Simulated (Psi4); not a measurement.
# GeSiH5Cl (SMILES [SiH3][GeH2][Cl]) at CCSD/def2-SVP

What is the energy change on altering one bond length of GeSiH5Cl at CCSD/def2-SVP? 

The results are computed with Psi4 1.11.

4 further runs of the same task are left out: 3 that didn't finish, 1 set aside as unsound or not needed. Runs told in other sessions of the task aren't counted.

## Step 1: The structure to begin with

The species is GeSiH5Cl (8 atoms), meant as a singlet with charge 0. As SMILES, `[SiH3][GeH2][Cl]`. The coordinates come from a PBE0-D4/def2-TZVP relaxation.

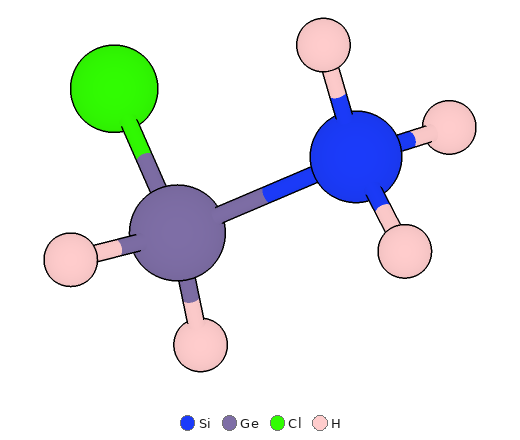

Viewed from a chosen angle; silicon blue, germanium purple, chlorine green, hydrogen pink.

## Step 2: The energy at CCSD/def2-SVP

Contents of calc.py:

```python
import psi4

psi4.set_memory('2200 MB')
psi4.set_num_threads(1)
psi4.set_output_file('psi4.out', False)

m = psi4.geometry("""
0 1
Si
Ge 1 2.380115
Cl 2 2.168641 1 106.45352
H 1 1.486899 2 109.51976 3 -179.98792
H 1 1.484093 4 109.66627 2 119.47902
H 1 1.484064 5 110.09646 4 -120.75593
H 2 1.537177 3 106.06311 1 121.71892
H 2 1.53718 7 109.63006 3 -114.10528
symmetry c1
""")

options = {'basis': 'def2-SVP', 'reference': 'rhf', 'puream': True, 'e_convergence': 1e-09, 'd_convergence': 1e-08, 'scf_type': 'pk', 'num_frozen_docc': 19}
psi4.set_options(options)

e, wfn = psi4.energy("ccsd", return_wfn=True)
print(f'total energy {e:.8f} hartree = {e * 27.211386:.5f} eV')
```

Started as:

```sh
$ python calc.py
```

psi4.out (excerpt; [...] marks lines left out):

```text
[...]
  Running in c1 symmetry.
[...]
  Nuclear repulsion =  338.365620269073418
[...]
  Multiplicity = 1
[...]
  Nalpha       = 34
  Nbeta        = 34
[...]
    Number of basis functions: 93
[...]
   @RHF iter   1: -2825.16999088114790   -3.28767e+00   2.23890e-02 ADIIS/DIIS
[...]
   @RHF iter  11: -2826.24774177694599   -1.00044e-11   5.12285e-09 DIIS
[...]
    Orbital Energies [Eh]
    ---------------------
    Doubly Occupied:
       1A   -405.230558     2A   -104.771681     3A    -68.769229
       4A    -52.158341     5A    -46.259965     6A    -46.258952
       7A    -46.258835     8A    -10.534801     9A     -8.009378
      10A     -8.006791    11A     -8.006787    12A     -7.215756
      13A     -6.143192    14A     -5.195824    15A     -5.192126
      16A     -5.192072    17A     -4.253277    18A     -4.252949
      19A     -4.252895    20A     -1.670733    21A     -1.667419
      22A     -1.666640    23A     -1.662619    24A     -1.661864
      25A     -1.068791    26A     -0.767076    27A     -0.687296
      28A     -0.521645    29A     -0.513608    30A     -0.492390
      31A     -0.489485    32A     -0.472511    33A     -0.434482
      34A     -0.399410
[...]
  @RHF Final Energy: -2826.24774177694599
   => Energetics <=
    Nuclear Repulsion Energy =            338.3656202690734176
    One-Electron Energy =               -4608.9479668158437562
    Two-Electron Energy =                1444.3346047698241819
    Total Energy =                      -2826.2477417769459862
[...]
 Multipole Moments:
 ------------------------------------------------------------------------------------
     Multipole            Electronic (a.u.)      Nuclear  (a.u.)        Total (a.u.)
 ------------------------------------------------------------------------------------
 L = 1.  Multiply by 2.5417464519 to convert [e a0] to [Debye]
 Dipole X            :          0.0009855           -0.0007666            0.0002189
 Dipole Y            :          0.5429903            0.2711652            0.8141555
 Dipole Z            :          9.1432869           -9.5707669           -0.4274800
 Magnitude           :                                                    0.9195588
[...]
      * MP2 total energy                      = -2826.714379493658726
[...]
      * CCSD total energy                     = -2826.756523330608616
```

Standard output:

```text
total energy -2826.75652333 hartree = -76919.96288 eV
```

Wall time 31 s (1 thread of Intel Xeon Platinum 8259CL at 2.50GHz (Skylake/Cascade Lake), shared host); peak memory 0.6 GiB.

## Step 3: The distorted shape at the same level

Contents of job.in:

```
memory 2200 mb

molecule m {
  Si
  Ge 1 2.380115
  Cl 2 2.168641 1 106.45352
  H 1 1.486899 2 109.51976 3 -179.98792
  H 1 1.484093 4 109.66627 2 119.47902
  H 1 1.484064 5 110.09646 4 -120.75593
  H 2 2.3058 3 106.0631 1 121.71893
  H 2 1.53718 3 106.06361 7 116.5328
  symmetry c1
  no_reorient
  no_com
}

set {
  basis def2-SVP
  reference rhf
  puream true
  e_convergence 1e-09
  d_convergence 1e-08
  scf_type pk
  num_frozen_docc 19
}

result, w = energy('ccsd', return_wfn=True)
print_variables()
```

Started as:

```sh
$ psi4 job.in job.out -n 1
```

job.out (excerpt; [...] marks lines left out):

```text
[...]
  Running in c1 symmetry.
[...]
  Nuclear repulsion =  333.756374284735728
[...]
  Multiplicity = 1
[...]
  Nalpha       = 34
  Nbeta        = 34
[...]
    Number of basis functions: 93
[...]
   @RHF iter   1: -2824.94567976907319   -3.38580e+00   2.26285e-02 DIIS/ADIIS
[...]
   @RHF iter  12: -2826.16608270699953   -4.54747e-13   3.54778e-09 DIIS
[...]
    Orbital Energies [Eh]
    ---------------------
    Doubly Occupied:
       1A   -405.261165     2A   -104.785920     3A    -68.782099
       4A    -52.187283     5A    -46.288912     6A    -46.288307
       7A    -46.287429     8A    -10.548796     9A     -8.023326
      10A     -8.020708    11A     -8.020644    12A     -7.243803
      13A     -6.155758    14A     -5.222963    15A     -5.220870
      16A     -5.218976    17A     -4.265943    18A     -4.265414
      19A     -4.265369    20A     -1.697753    21A     -1.695390
      22A     -1.692614    23A     -1.691111    24A     -1.689531
      25A     -1.080534    26A     -0.769907    27A     -0.677667
      28A     -0.525961    29A     -0.514118    30A     -0.499967
      31A     -0.483282    32A     -0.473222    33A     -0.422486
      34A     -0.368062
[...]
  @RHF Final Energy: -2826.16608270699953
   => Energetics <=
    Nuclear Repulsion Energy =            333.7563742847357275
    One-Electron Energy =               -4598.5743362547500510
    Two-Electron Energy =                1438.6518792630147345
    Total Energy =                      -2826.1660827069990773
[...]
 Multipole Moments:
 ------------------------------------------------------------------------------------
     Multipole            Electronic (a.u.)      Nuclear  (a.u.)        Total (a.u.)
 ------------------------------------------------------------------------------------
 L = 1.  Multiply by 2.5417464519 to convert [e a0] to [Debye]
 Dipole X            :          1.1073344           -0.6146728            0.4926616
 Dipole Y            :         -0.0748785            0.5779309            0.5030524
 Dipole Z            :          8.5024836           -9.2657261           -0.7632425
 Magnitude           :                                                    1.0384201
[...]
      * MP2 total energy                      = -2826.636490592662540
[...]
      * CCSD total energy                     = -2826.684852546603452
[...]
```

Wall time 31 s (1 thread of Intel Xeon Platinum 8259CL at 2.50GHz (Skylake/Cascade Lake), shared host); peak memory 0.6 GiB.

## Step 4: Outcome

At CCSD/def2-SVP, 19 core orbitals frozen:

| quantity | value |
| --- | --- |
| first shape: total energy | -2826.75652 Eh |
| first shape: HOMO energy (Hartree–Fock orbitals) | -10.87 eV |
| first shape: LUMO energy (Hartree–Fock orbitals) | 2.90 eV |
| first shape: HOMO–LUMO gap (Hartree–Fock orbitals) | 13.77 eV |
| first shape: correlation energy (19 core orbitals frozen) | -508.8 mEh |
| first shape: T1 diagnostic | 0.010 |
| distorted shape: total energy | -2826.68485 Eh |
| distorted shape: HOMO energy (Hartree–Fock orbitals) | -10.02 eV |
| distorted shape: LUMO energy (Hartree–Fock orbitals) | 1.14 eV |
| distorted shape: HOMO–LUMO gap (Hartree–Fock orbitals) | 11.15 eV |
| distorted shape: correlation energy (19 core orbitals frozen) | -518.8 mEh |
| distorted shape: T1 diagnostic | 0.013 |
| energy change with the Ge2–H7 bond stretched from 1.537 to 2.306 Å | 1.950 eV |

With the Ge2–H7 bond stretched from 1.537 to 2.306 Å the energy rises by 1.95 eV (188 kJ/mol). The first shape isn't relaxed at this level, so the change isn't measured from a minimum.
